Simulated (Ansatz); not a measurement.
# CeBeSn3: relaxing a made-up structure

Starting from a made-up structure for CeBeSn3, the aim is the relaxed cell, its shortest contacts and, where a second run follows, its electronic structure.

Calculated with Ansatz 0.2.0; DFT, PBE, plane-wave PAW, default files, scalar-relativistic, ferromagnetic start, cell and ions relaxed at zero pressure, in the first sound run; inputs show where later runs differ.

In doubt: a part-filled 4f shell, where there is one, can sit in one of many states, so energies may not be the lowest and differences between runs may mislead; derivatives with an open 4f shell can jump between states, which bears on forces and vibrations.

### Step 1. Set-up

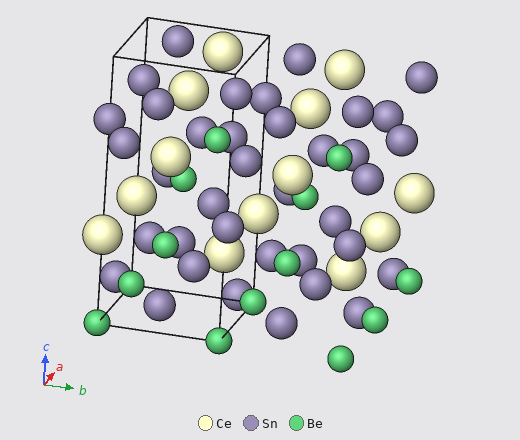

The cell as given, from a free direction (cerium light yellow, tin purple, beryllium green). 2×2×1 cells are drawn. This picture shows the conventional cell, with its axes. Some periodic images of atoms are drawn too.

### Step 2. Relaxation of the guess

The guessed cell has no reason to be at equilibrium. It is relaxed with the atoms, within the space group of the guess.

input.yaml reads:

```yaml
crystal:
  lattice:
    - [-2.343, 2.343, 5.2515]
    - [2.343, -2.343, 5.2515]
    - [2.343, 2.343, -5.2515]
  atoms:
    - { symbol: Ce, position: [0.3334, 0.3334, 0.0], spin: 1.0 }
    - { symbol: Sn, position: [0.1037, 0.6037, 0.5] }
    - { symbol: Sn, position: [0.6037, 0.1037, 0.5] }
    - { symbol: Sn, position: [0.7659, 0.7659, 0.0] }
    - { symbol: Be, position: [0.004, 0.004, 0.0] }
magnetization:
  spin_polarized: true
kpoints:
  mp_grid: { grid: [8, 8, 8] }
scf:
  occupations: { method: fermi_dirac, width: 0.05 }
hamiltonian:
  xc: pbe
  pseudopotentials: { kind: paw }
relax:
  f_tol: 0.015
  max_steps: 70
  cell: {}
output:
  forces: true
  stress: true
```

Launch:

```
ansatz run input.yaml --threads 4 --pin off --max-ram 10240MiB --backend cpu --events-out ev --progress --plain --runs-dir out
```

Numbers of over 12 decimals in the logs are rounded to 6 here.

What it wrote:

```text
band count auto-derived: 38 (N_el = 56.0; filled up to band 28; 35 by the electrons, moments and atoms)
Engine: ansatz 0.2.0, x86_64-unknown-linux-gnu
Pseudopotentials: kind: paw
Pseudopotential: Ce, paw, valence charge 12, recommended cutoff 420 eV (normal), Ce.paw.azcp
Pseudopotential: Sn, paw, valence charge 14, recommended cutoff 420 eV (normal), Sn.paw.azcp
Pseudopotential: Be, paw, valence charge 2, recommended cutoff 420 eV (normal), Be.paw.azcp
Functional definition: PBE
  parameter kappa = 0.804
  parameter beta = 0.066725
  exchange = pbe_x(kappa = kappa, mu = beta*pi^2/3)
  correlation = pbe_c(beta = beta)
Crystal: 5 atoms, lattice volume = 115.316 Å³
Basis set: ecut = 420 eV, 2273 PW (Γ), exchange–correlation on 90×90×90 points (8 copies of the dense FFT grid, shifted against one another)
Bands: 38, of which v1, the nominal top of the filled ones, is band 28 counted from 1 (27 counted from 0)
Symmetry: 8 space group operations
Space group: I4mm (ITA 107), of the structure as read, at distance tolerance 4.9e-5 Å
Magnetic group: BNS 107.227 (UNI 887), of the structure as read, at distance tolerance 4.9e-5 Å
k-points: 59 of 512 (time reversal used)
Non-local potential: Ce, projectors of the file, l = 0: 3, l = 1: 2, l = 2: 2, l = 3: 3
Non-local potential: Sn, projectors of the file, l = 0: 2, l = 1: 2, l = 2: 2, l = 3: 2
Non-local potential: Be, projectors of the file, l = 0: 2, l = 1: 2, l = 2: 1
PAW form: soft (Blöchl's): semilocal exchange-correlation on the pseudo side does not see the compensation charge
PAW one-centre angular grid: Ce, 590 points (default); XC on 64 Gauss nodes
PAW one-centre angular grid: Sn, 590 points (default); XC on 64 Gauss nodes
PAW one-centre angular grid: Be, 110 points (default); XC on 64 Gauss nodes
Initial density: superposition of atomic densities (chi_scale 0.1, normalization cell, long waves kept (reshape's long-wave potential 0.00 eV rms))
Starting moments: Σ|m| = 1 μB on 1 of 5 sites
Initial wavefunctions: pseudopotential atomic-orbital guess
Functional: x = pbe(κ = 0.804, μ = 0.219515), c = pbe(β = 0.066725)
SCF iter   1: F=—  HF=-24742.289341 eV  |F-HF|=—  |Δ(HF+E_count)|=         —  Δρ=5.06e-2 (↑4.37e-2 ↓5.06e-2)  dr2=5.39e0  dr2_m=2.62e-1  M=0.511 μB ∫|m|=0.534 μB  β_m=0.30  ethr=3.10e-3  ⟨swp⟩=6.5  Hψ=19387  notcnv=0
Mixer restart at iter 1: flushing history
preconditioner: auto → Kerker (q_TF=auto, 2.419 Å⁻¹)  [metal: Δε(μ)=0.006 eV  Ē_g=16.010 eV  σ=0.050 eV  W_gap=0.03  n_scr=32 (ndim 8)  ℏωp=25.4 eV  f_vac=0.001  D(μ)=6.04/eV (n_scr^D=68)]
spin=Collinear: Kerker preconditioning applied to the charge; magnetization (m = ρ↑ − ρ↓) channel mixes plain (no charge-response kernel on spin).
SCF iter   2: F=—  HF=-24741.635285 eV  |F-HF|=—  |Δ(HF+E_count)|=   6.54e-1  Δρ=3.42e-2 (↑3.08e-2 ↓3.42e-2)  dr2=2.36e0  dr2_m=1.42e-1  M=0.432 μB ∫|m|=0.451 μB  β_m=0.59  ethr=3.10e-3  ⟨swp⟩=3.9  Hψ=9650  notcnv=0  defer=7
SCF iter   3: F=—  HF=-24740.916202 eV  |F-HF|=—  |Δ(HF+E_count)|=   7.19e-1  Δρ=1.49e-2 (↑1.49e-2 ↓9.59e-3)  dr2=1.09e-1  dr2_m=1.38e-1  M=0.697 μB ∫|m|=0.729 μB  β_m=0.57  ethr=3.10e-3  ⟨swp⟩=3.7  Hψ=11502  notcnv=0  defer=7
SCF iter   4: F=—  HF=-24740.988730 eV  |F-HF|=—  |Δ(HF+E_count)|=   7.25e-2  Δρ=1.03e-2 (↑1.03e-2 ↓6.71e-3)  dr2=6.70e-2  dr2_m=6.48e-2  M=0.744 μB ∫|m|=0.782 μB  β_m=0.79  ethr=1.95e-4  ⟨swp⟩=2.6  Hψ=10175  notcnv=0  defer=1
SCF iter   5: F=—  HF=-24741.146088 eV  |F-HF|=—  |Δ(HF+E_count)|=   1.57e-1  Δρ=2.81e-3 (↑2.81e-3 ↓6.43e-4)  dr2=1.53e-2  dr2_m=2.31e-3  M=0.937 μB ∫|m|=0.991 μB  β_m=0.89  ethr=1.20e-4  ⟨swp⟩=3.7  Hψ=10230  notcnv=0
SCF iter   6: F=—  HF=-24741.173664 eV  |F-HF|=—  |Δ(HF+E_count)|=   2.76e-2  Δρ=5.26e-4 (↑5.26e-4 ↓4.82e-4)  dr2=7.30e-4  dr2_m=1.04e-4  M=1.025 μB ∫|m|=1.087 μB  β_m=0.95  ethr=2.74e-5  ⟨swp⟩=3.1  Hψ=10557  notcnv=0
SCF iter   7: F=—  HF=-24741.174724 eV  |F-HF|=—  |Δ(HF+E_count)|=   1.06e-3  Δρ=3.21e-4 (↑3.21e-4 ↓1.15e-4)  dr2=1.43e-4  dr2_m=3.12e-5  M=1.046 μB ∫|m|=1.110 μB  β_m=0.97  ethr=1.30e-6  ⟨swp⟩=2.1  Hψ=8675  notcnv=0
SCF iter   8: F=—  HF=-24741.174777 eV  |F-HF|=—  |Δ(HF+E_count)|=   5.31e-5  Δρ=1.26e-4 (↑1.26e-4 ↓5.59e-5)  dr2=4.29e-5  dr2_m=3.97e-6  M=1.056 μB ∫|m|=1.120 μB  β_m=0.89  ethr=2.55e-7  ⟨swp⟩=2.5  Hψ=8956  notcnv=0
SCF iter   9: F=—  HF=-24741.174990 eV  |F-HF|=—  |Δ(HF+E_count)|=   2.14e-4  Δρ=4.86e-5 (↑4.86e-5 ↓1.45e-5)  dr2=5.95e-6  dr2_m=4.65e-7  M=1.055 μB ∫|m|=1.119 μB  β_m=0.94  ethr=7.66e-8  ⟨swp⟩=2.0  Hψ=8161  notcnv=0
SCF iter  10: F=—  HF=-24741.174995 eV  |F-HF|=—  |Δ(HF+E_count)|=   4.77e-6  Δρ=6.44e-6 (↑5.42e-6 ↓6.44e-6)  dr2=1.70e-7  dr2_m=4.41e-9  M=1.054 μB ∫|m|=1.118 μB  β_m=0.96  ethr=1.06e-8  ⟨swp⟩=2.1  Hψ=8164  notcnv=0
SCF iter  11: F=—  HF=-24741.174995 eV  |F-HF|=—  |Δ(HF+E_count)|=   8.55e-9  Δρ=3.82e-6 (↑3.82e-6 ↓1.32e-6)  dr2=3.37e-8  dr2_m=3.08e-9  M=1.054 μB ∫|m|=1.118 μB  β_m=0.98  ethr=3.04e-10  ⟨swp⟩=2.1  Hψ=8048  notcnv=0
SCF iter  12: F=-24741.174995 eV  HF=-24741.174995 eV  |F-HF|=2.44e-10  |Δ(HF+E_count)|=   9.62e-9  Δρ=5.68e-7 (↑5.68e-7 ↓4.06e-7)  dr2=1.20e-9  dr2_m=4.87e-11  M=1.054 μB ∫|m|=1.118 μB  ethr=6.01e-11  ⟨swp⟩=2.7  Hψ=16542  notcnv=0
SCF 1 converged in 12 iterations: F = -24741.174995 eV  dr2 = 1.20e-9
  greatest PAW one-centre occupation: 0.991 electrons in one spin orbital (limit 2), on the Sn atom at site 1 (counted from 0), in its partial waves of l = 2
relax step   1: F+E_penalty+E_count = -24741.17499514 eV  Δ(F+E_penalty+E_count) = +0.000e0 eV  max|allowed force component| = 1.817e0 eV/Å  Δτ_max = 0.0000 Å  P = +4.773 GPa  Ω = 115.316 Å³  (12 SCF iters, dr2 threshold 1.00e-7 eV, accepted)
Crystal: 5 atoms, lattice volume = 121.634 Å³
Basis set: ecut = 420 eV, 2397 PW (Γ), exchange–correlation on 90×90×90 points (8 copies of the dense FFT grid, shifted against one another)
Initial density: handed on by an earlier stage of this run
Starting moments: Σ|m| = 1 μB on 1 of 5 sites; this step starts from the density that it was given
Initial wavefunctions: those handed on with the density
iter 1 solved again at ethr=1.70e-4 eV; its pass at ethr=3.10e-3 eV (dr2=9.50e-2 eV) is discarded
SCF iter   1: F=—  HF=-24741.551889 eV  |F-HF|=—  |Δ(HF+E_count)|=         —  Δρ=4.16e-3 (↑4.16e-3 ↓3.62e-3)  dr2=9.50e-2  dr2_m=1.78e-3  M=1.073 μB ∫|m|=1.130 μB  β_m=0.30  ethr=1.70e-4  ⟨swp⟩=1.7  Hψ=29255  notcnv=0
preconditioner: auto → Kerker (q_TF=auto, 2.397 Å⁻¹)  [metal: Δε(μ)=0.015 eV  Ē_g=16.144 eV  σ=0.050 eV  W_gap=0.08  n_scr=32 (ndim 8)  ℏωp=24.7 eV  f_vac=0.001  D(μ)=7.31/eV (n_scr^D=76)]
[...]
SCF 3 converged in 7 iterations: F = -24741.555640 eV  dr2 = 6.93e-8
relax step   3: F+E_penalty+E_count = -24741.55563966 eV  Δ(F+E_penalty+E_count) = -2.167e-2 eV  max|allowed force component| = 3.351e-1 eV/Å  Δτ_max = 0.0290 Å  P = +0.063 GPa  Ω = 121.418 Å³  energy of the carried Pulay correction = -1.303e-3 eV  (7 SCF iters, dr2 threshold 5.00e-7 eV, accepted)
[...]
relax step   4: F+E_penalty+E_count = -24741.56291840 eV  Δ(F+E_penalty+E_count) = -7.279e-3 eV  max|allowed force component| = 1.874e-1 eV/Å  Δτ_max = 0.0582 Å  P = -0.912 GPa  Ω = 124.021 Å³  energy of the carried Pulay correction = -1.838e-3 eV  (10 SCF iters, dr2 threshold 5.00e-7 eV, accepted)
[...]
relax step   5: F+E_penalty+E_count = -24741.57537188 eV  Δ(F+E_penalty+E_count) = -1.245e-2 eV  max|allowed force component| = 4.432e-2 eV/Å  Δτ_max = 0.0367 Å  P = +0.083 GPa  Ω = 121.675 Å³  energy of the carried Pulay correction = -1.356e-3 eV  (9 SCF iters, dr2 threshold 5.00e-7 eV, accepted)
[...]
relax step   6: F+E_penalty+E_count = -24741.57593055 eV  Δ(F+E_penalty+E_count) = -5.587e-4 eV  max|allowed force component| = 4.841e-2 eV/Å  Δτ_max = 0.0133 Å  P = +0.063 GPa  Ω = 121.587 Å³  energy of the carried Pulay correction = -1.338e-3 eV  (8 SCF iters, dr2 threshold 1.23e-7 eV, accepted)
[...]
relax step   7: F+E_penalty+E_count = -24741.57686623 eV  Δ(F+E_penalty+E_count) = -9.357e-4 eV  max|allowed force component| = 1.803e-2 eV/Å  Δτ_max = 0.0093 Å  P = +0.060 GPa  Ω = 121.653 Å³  energy of the carried Pulay correction = -1.352e-3 eV  (8 SCF iters, dr2 threshold 1.46e-7 eV, accepted)
[...]
relax step   8: F+E_penalty+E_count = -24741.57735147 eV  Δ(F+E_penalty+E_count) = -4.852e-4 eV  max|allowed force component| = 6.413e-3 eV/Å  Δτ_max = 0.0095 Å  P = +0.019 GPa  Ω = 121.786 Å³  energy of the carried Pulay correction = -1.379e-3 eV  (9 SCF iters, dr2 threshold 3.63e-8 eV, accepted)
Initial wavefunctions: pseudopotential atomic-orbital guess (no wavefunctions were taken with the density)
iter 1 solved again at ethr=4.41e-7 eV; its pass at ethr=3.10e-3 eV (dr2=2.47e-4 eV) is discarded
SCF iter   1: F=—  HF=-24741.578565 eV  |F-HF|=—  |Δ(HF+E_count)|=         —  Δρ=2.73e-5 (↑2.69e-5 ↓2.73e-5)  dr2=5.81e-7  dr2_m=2.21e-8  M=1.001 μB ∫|m|=1.064 μB  β_m=0.65  ethr=4.41e-7  ⟨swp⟩=3.1  Hψ=32202  notcnv=0
preconditioner: auto → Kerker (q_TF=auto, 2.397 Å⁻¹)  [metal: Δε(μ)=0.004 eV  Ē_g=16.106 eV  σ=0.050 eV  W_gap=0.02  n_scr=32 (ndim 8)  ℏωp=24.7 eV  f_vac=0.001  D(μ)=6.71/eV (n_scr^D=68)]
spin=Collinear: Kerker preconditioning applied to the charge; magnetization (m = ρ↑ − ρ↓) channel mixes plain (no charge-response kernel on spin).
SCF iter   2: F=—  HF=-24741.578616 eV  |F-HF|=—  |Δ(HF+E_count)|=   5.04e-5  Δρ=1.06e-5 (↑1.06e-5 ↓1.02e-5)  dr2=1.26e-7  dr2_m=8.05e-9  M=1.001 μB ∫|m|=1.064 μB  β_m=0.55  ethr=1.04e-9  ⟨swp⟩=2.5  Hψ=8488  notcnv=0
SCF iter   3: F=—  HF=-24741.578616 eV  |F-HF|=—  |Δ(HF+E_count)|=   1.64e-7  Δρ=4.32e-6 (↑4.32e-6 ↓3.84e-6)  dr2=2.89e-8  dr2_m=1.67e-9  M=1.001 μB ∫|m|=1.064 μB  β_m=0.76  ethr=2.25e-10  ⟨swp⟩=2.3  Hψ=7092  notcnv=0
SCF iter   4: F=—  HF=-24741.578616 eV  |F-HF|=—  |Δ(HF+E_count)|=   1.87e-8  Δρ=8.19e-7 (↑8.19e-7 ↓4.24e-7)  dr2=9.89e-10  dr2_m=1.57e-10  M=1.001 μB ∫|m|=1.064 μB  β_m=0.77  ethr=5.15e-11  ⟨swp⟩=2.0  Hψ=7780  notcnv=0
SCF iter   5: F=—  HF=-24741.578616 eV  |F-HF|=—  |Δ(HF+E_count)|=  8.26e-10  Δρ=3.46e-7 (↑3.46e-7 ↓1.51e-7)  dr2=2.27e-10  dr2_m=2.25e-11  M=1.001 μB ∫|m|=1.064 μB  β_m=0.88  ethr=1.77e-12  ⟨swp⟩=2.0  Hψ=8148  notcnv=0
SCF iter   6: F=—  HF=-24741.578616 eV  |F-HF|=—  |Δ(HF+E_count)|=  3.31e-10  Δρ=2.78e-7 (↑2.78e-7 ↓4.22e-8)  dr2=1.21e-10  dr2_m=2.41e-11  M=1.001 μB ∫|m|=1.064 μB  β_m=0.94  ethr=1.00e-12  ⟨swp⟩=2.0  Hψ=6127  notcnv=0
SCF iter   7: F=—  HF=-24741.578616 eV  |F-HF|=—  |Δ(HF+E_count)|=  1.02e-10  Δρ=1.11e-7 (↑1.11e-7 ↓2.63e-8)  dr2=2.17e-11  dr2_m=4.26e-12  M=1.001 μB ∫|m|=1.064 μB  β_m=0.97  ethr=1.00e-12  ⟨swp⟩=2.0  Hψ=6791  notcnv=0
SCF iter   8: F=—  HF=-24741.578616 eV  |F-HF|=—  |Δ(HF+E_count)|=  1.82e-11  Δρ=3.32e-8 (↑3.32e-8 ↓7.06e-9)  dr2=2.19e-12  dr2_m=2.99e-13  M=1.001 μB ∫|m|=1.064 μB  β_m=0.99  ethr=1.00e-12  ⟨swp⟩=1.4  Hψ=4554  notcnv=0
SCF iter   9: F=-24741.578616 eV  HF=-24741.578616 eV  |F-HF|=3.64e-12  |Δ(HF+E_count)|=  3.64e-12  Δρ=8.83e-9 (↑8.83e-9 ↓5.81e-9)  dr2=7.67e-14  dr2_m=4.52e-14  M=1.001 μB ∫|m|=1.064 μB  ethr=1.00e-12  ⟨swp⟩=2.9  Hψ=14295  notcnv=0
SCF 9 converged in 9 iterations: F = -24741.578616 eV  dr2 = 7.67e-14
relax step   9: F+E_penalty+E_count = -24741.57861581 eV  Δ(F+E_penalty+E_count) = -1.264e-3 eV  max|allowed force component| = 6.201e-3 eV/Å  Δτ_max = 0.0000 Å  P = +0.014 GPa  Ω = 121.786 Å³  stress off target by 1.72e-2 GPa  SCF on the basis re-selected at this cell (its energy is not comparable with the rows above)  (9 SCF iters)
basis re-selected at this cell: Δ(F+E_penalty+E_count) = -1.264e-3 eV, ΔP = -0.004 GPa vs the last step (what re-selecting the basis moved, of the pressure what is left beyond the Pulay correction that the steps carried, after the strain that the cell walked since its last selection, with what the two solves' SCF thresholds leave and, on support functions, any second-order correction that the steps lacked; it is no m [...]
SCF converged after 9 iterations
Magnetization: 1.0006 μB (28.5003 up, 27.4997 down)
Absolute magnetization: 1.0645 μB (∫|ρ↑−ρ↓|, with the PAW one-centre terms)
Spin contamination: 0.0649 ħ² per cell (⟨S²⟩ above its minimum at these occupations)
Per-site moments (μB) at R_I (Å): [(0.905316, 1.335499), (-0.00172934, 1.036237), (-0.00172934, 1.036237), (0.00423496, 1.011599), (-0.00791359, 1.011599)]
Free energy (F): -24741.578616 eV
Harris-Foulkes:  -24741.578616 eV  (|F-HF|=3.64e-12)
Internal energy: -24741.521265 eV  (E = F + TS)
E sigma→0 (E₀):  -24741.549940 eV
Entropy (-TS):   -0.057351 eV (-11.470 meV/atom)
Fermi energy:    11.440751 eV
--- Per-component energies (eV) ---
  E_band       = -247.773395
  E_kinetic    = 944.801680
  E_local      = -3131.211154  (includes V_loc(G=0)·N_el)
  E_nonlocal   = -124.570215
  E_hartree    = 1826.769763
  E_xc         = -1387.064053
  E_vxc        = -552.421397  (∫ρ·V_xc dr)
  E_paw        = -17952.540482  (= ΣΔE_a)
  E_vpaw       = -1037.911844  (= ΣTr[D̂ρ^β])
  E_aug_tail   = -0.000002  (compensation charges beyond the density's cutoff)
  E_ewald      = -4917.706803
  E_smearing   = -0.057351  (= −TS)
  E_closure    = 0.000000  (closes the sum)
  Σ components = -24741.578616   (vs F -24741.578616, Δ=0.00e0)
--- Forces (eV/Å), atoms counted from 1 ---
  atom   1  Ce    -0.00000000     0.00000000     0.00620055
  atom   2  Sn     0.00000000    -0.00000000    -0.00177075
  atom   3  Sn    -0.00000000    -0.00000000    -0.00177075
  atom   4  Sn     0.00000000     0.00000000    -0.00400438
  atom   5  Be     0.00000000     0.00000000     0.00134533
  max |Σ_I F_I| component: 1.99e-9 eV/Å
--- Stress (GPa, compression-positive) ---
        0.013043       0.000000       0.000000
        0.000000       0.013043       0.000000
        0.000000      -0.000000       0.017173
  P = ⅓ Tr σ = 0.0144 GPa (0.144 kbar)
--- Relaxed structure (8 steps of the walk, 8 accepted, 1 SCFs on fresh bases) ---
  F+E_penalty+E_count = -24741.57861581 eV   max|allowed force component| = 6.201e-3 eV/Å   (the final SCF, on the basis selected at the relaxed cell)
  cell:  # Å, volume = 121.7864 Å³
    - [-2.394915, 2.394915, 5.308337]
    - [2.394915, -2.394915, 5.308337]
    - [2.394915, 2.394915, -5.308337]
  atoms:
    - { symbol: Ce, position: [0.323731, 0.323731, 0] }
    - { symbol: Sn, position: [0.090202, 0.590202, 0.5] }
    - { symbol: Sn, position: [0.590202, 0.090202, 0.5] }
    - { symbol: Sn, position: [0.787787, 0.787787, 0] }
    - { symbol: Be, position: [0.018779, 0.018779, 0] }
```

It took 88 s on 4 threads of Intel Xeon Platinum 8488C (Sapphire Rapids), shared host; peak memory 0.84 GiB.

Relaxation path:

```csv
step,energy less that of the first step (eV),largest force component (eV/Å),pressure (GPa),volume (Å³)
1,0.0000,1.8172,4.77,115.32
2,-0.3590,0.5526,-0.04,121.63
3,-0.3806,0.3351,0.06,121.42
4,-0.3879,0.1874,-0.91,124.02
5,-0.4004,0.0443,0.08,121.67
6,-0.4009,0.0484,0.06,121.59
7,-0.4019,0.0180,0.06,121.65
8,-0.4024,0.0064,0.02,121.79
9*,-0.4036,0.0062,0.01,121.79
```

Relaxation steps marked * repeat the geometry before them on a plane-wave basis chosen anew for their cell, so energy and pressure can jump there.

Forces are held to the 8 operations that the run works with; a distortion that breaks them can't arise in this run.

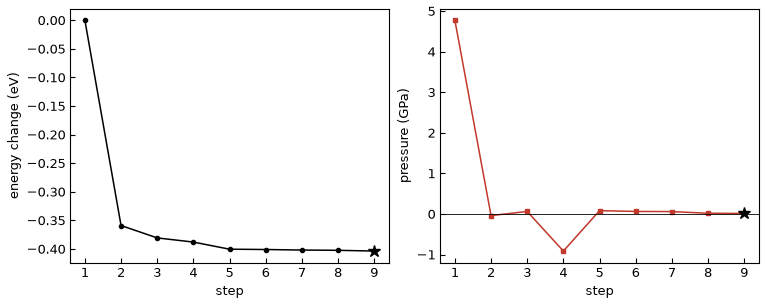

Energy and pressure along the relaxation. Stars mark steps on a basis chosen anew.

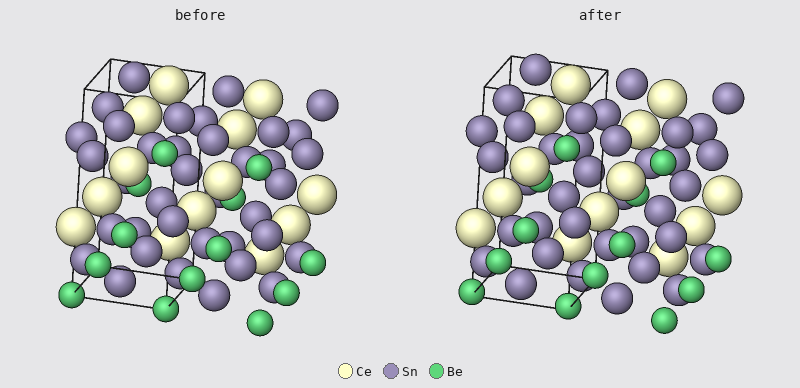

Before and after, at one scale.

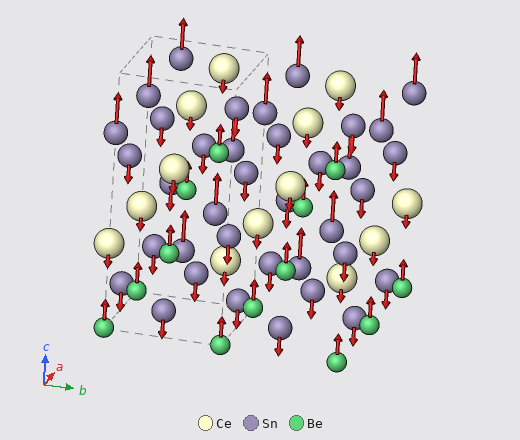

Displacements in the relaxation, exaggerated, measured against the changing cell; the longest in the cell stands for 0.23 Å. 2×2×1 conventional cells are drawn. Some periodic images of atoms are drawn too.

```csv
"conventional cell, symmetrised",before,after,change
a (Å),4.686,4.790,+2.2 %
b (Å),4.686,4.790,+2.2 %
c (Å),10.503,10.617,+1.1 %
volume (Å³/atom),23.06,24.36,+5.6 %
```

The atoms that moved most (Å, as changes of fractional coordinates times the final cell):

```csv
atom,dx,dy,dz,length
Sn4,0.000,0.000,0.232,0.232
Be5,0.000,0.000,0.157,0.157
Sn3,0.000,0.000,-0.143,0.143
Sn2,0.000,0.000,-0.143,0.143
Ce1,0.000,0.000,-0.103,0.103
```

Numbers from this step:

```
free energy             : -24741.5786 eV
energy at zero smearing : -24741.5499 eV
smearing term TS        : 0.05735 eV
Fermi energy            : 11.44 eV
magnetization           : 1.001 μB
absolute magnetization  : 1.064 μB
site moments            : 0.9053, -0.001729, -0.001729, 0.004235, -0.007914 μB
electrons               : 56
symmetry operations     : 8
pressure                : 0.01442 GPa
```

Site moment by atom:

```csv
atom,site moment (μB)
Ce1,0.905
Sn2,-0.002
Sn3,-0.002
Sn4,0.004
Be5,-0.008
```

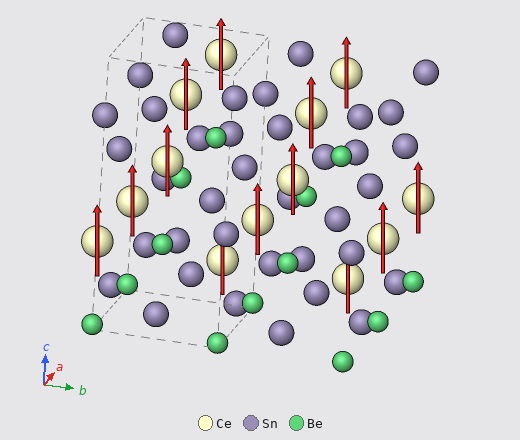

Site moment as arrows, the longest 0.905 μB. Up and down stand for the sign. Arrows give size and sign along the axis of quantisation, drawn up and down the page. 2×2×1 conventional cells are drawn. Some periodic images of atoms are drawn too.

The shortest distance of each pair, which need not be the same contact before and after:

```csv
pair,guess (Å),relaxed (Å)
Be–Sn,2.501,2.452
Sn–Sn,2.897,3.184
Be–Ce,3.460,3.238
Ce–Sn,3.363,3.408
Ce–Ce,4.686,4.790
```

The relaxation ends with a largest force component of 0.0062 eV/Å and a pressure of 0.01 GPa.

(Continued in part 2 of 2.)

[Logs are printed without paths, hosts, clocks, repeated set-up lines and the standing remarks that a program may print on its own settings, such as how far it seeks lower states.]

[Hosts, paths, dates, database ids (printed as entryN), source tags and the programs' standing remarks are cut or masked in the printed files.]
